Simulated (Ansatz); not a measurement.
# Calculations on TaPH₃Cl₂F₃

**1. Relaxation**

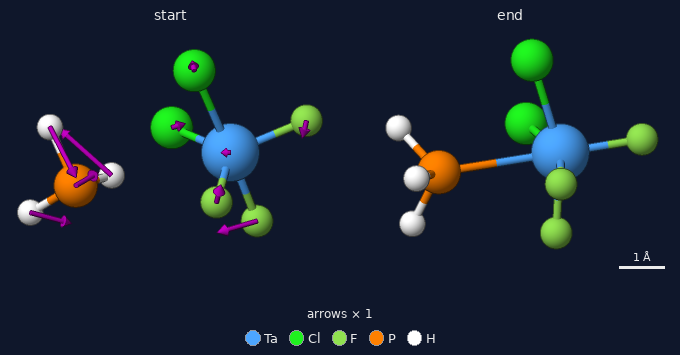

The structure of TaPH3Cl2F3 before (left) and after (right) a relaxation, at one scale. The purple arrows give the displacements, at their true length.

A ball-and-stick model, seen at a tilt.

The run prepares an end point of a later path (reaction) calculation, from a guessed geometry.

Theory: RKS PBE-D4/def2-SVP in Ansatz 0.2.0. Settings: no spin polarisation; force threshold 0.03 eV/Å; at most 50 steps.

Question: Describe what moved and what it gained.

Answer: After 41 accepted moves (44 points after the start) the energy has fallen by 0.785 eV. Largest force component: 1.3 eV/Å at the start, 0.015 eV/Å at the end. The line search rejected the trial steps at points 11, 22, 34 of the run. The forces were under the threshold at step 40, but the run went on from there. The largest move after the best rigid fit is that of an H atom, 1.60 Å. Largest moves by element: H 1.60 Å, F 1.04 Å, P 0.92 Å, Cl 0.35 Å, Ta 0.24 Å. Near-neighbour distances that change, for instance: H–Ta 2.719 → 3.679 Å, P–Ta 3.725 → 2.786 Å, Cl–Ta 2.426 → 2.356 Å, F–Ta 1.868 → 1.900 Å. New bonds form, among them: P–Ta (3.73 → 2.79 Å). Among the angles between lasting bonds that change: Cl–Ta–F 132.8° → 160.9°, Cl–Ta–F 177.3° → 160.7°, F–Ta–F 114.5° → 99.2°.

Limits of the set-up: the start holds two separate molecules, 2.6 Å apart at their closest, whose relative position is a soft coordinate.

**2. Relaxation**

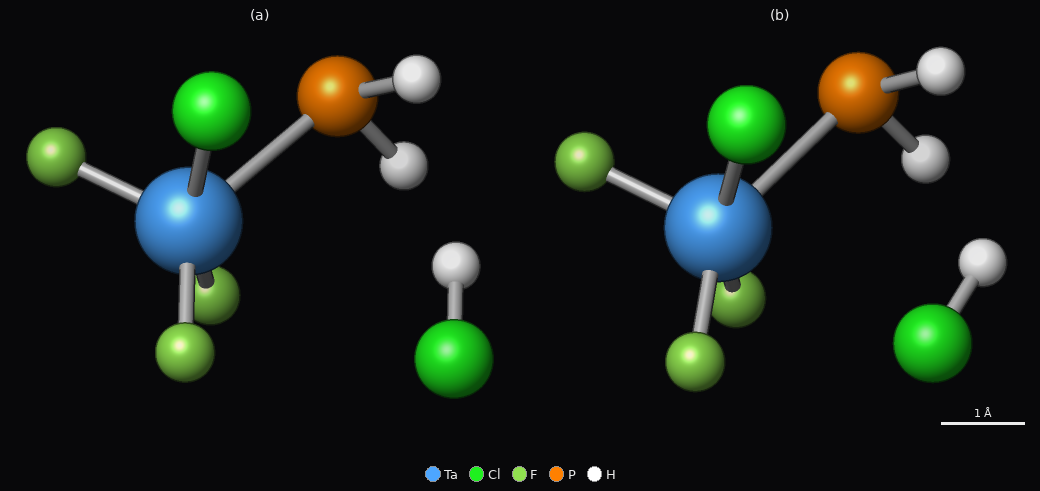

The structure of TaPH₃Cl₂F₃ before (left) and after (right) a relaxation, at one scale.

Style: ball-and-stick. Shown at a tilt.

The run prepares an end point of a later path (reaction) calculation, from a guessed geometry.

These are results of RKS PBE-D4/def2-SVP (Ansatz 0.2.0), not measurements. Set-up: no spin polarisation; force threshold 0.03 eV/Å; at most 50 steps.

Q: What changed between the two?

A: The largest move after the best rigid fit is that of a Cl atom, 0.54 Å. Largest moves by element: Cl 0.54 Å, H 0.19 Å, F 0.17 Å, Ta 0.14 Å, P 0.10 Å. Among the contacts that change: Cl–Ta 3.668 → 3.014 Å, P–Ta 2.528 → 2.575 Å, Cl–H 1.339 → 1.307 Å, F–Ta 1.874 → 1.892 Å. Bond angles that change, for instance: F–Ta–P 135.8° → 147.1°, F–Ta–F 119.0° → 111.1°, F–Ta–P 105.2° → 101.8°. The energy falls by 4.73 kJ/mol in 13 accepted moves (16 points after the start). Largest force component: 0.78 eV/Å at the start, 0.029 eV/Å at the end. The line search rejected the trial steps at points 7, 11, 13 of the run. Cost: 44 s on 4 threads of Arm Neoverse V1, on a shared host, peak memory 0.23 GiB.

**3. Path**

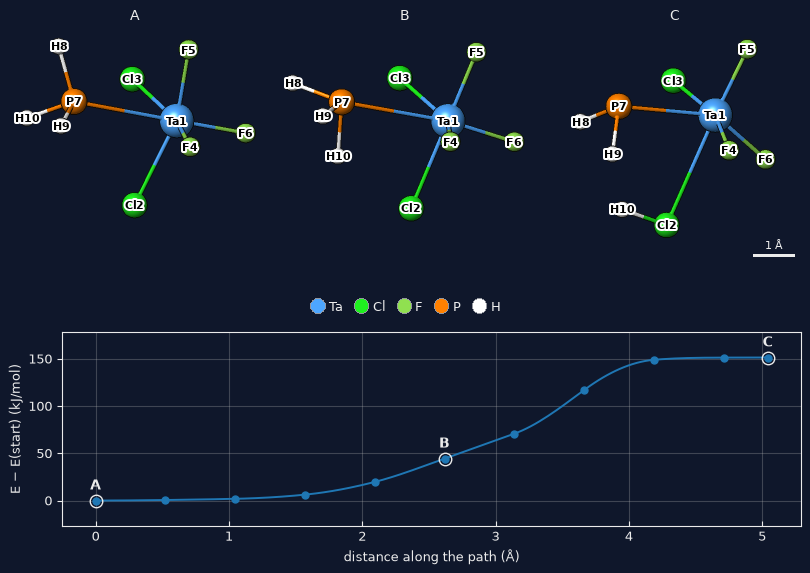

A nudged-elastic-band calculation for TaPH₃Cl₂F₃. Images are numbered from 0 (start) to 10 (end). Frames A to C are images 0, 5, 10. A ball-and-stick model, seen at a tilt.

Method: RKS PBE-D4/def2-SVP (Ansatz). Set-up: 9 movable images; climbing image; force threshold 0.05 eV/Å; iteration limit 60; starting path through a guess of the saddle point.

Q: What happens along the path, and what is the barrier?

A: No barrier shows: the energy is highest at the end, and the end lies 151.4 kJ/mol above the start. A hydrogen atom shifts from one atom to another. Breaking: P7–H10 (1.43 → 2.74 Å). Forming: Cl2–H10 (3.49 → 1.31 Å). The band converged in 19 iterations. The largest component of the band force went from 16 to 0.043 eV/Å.
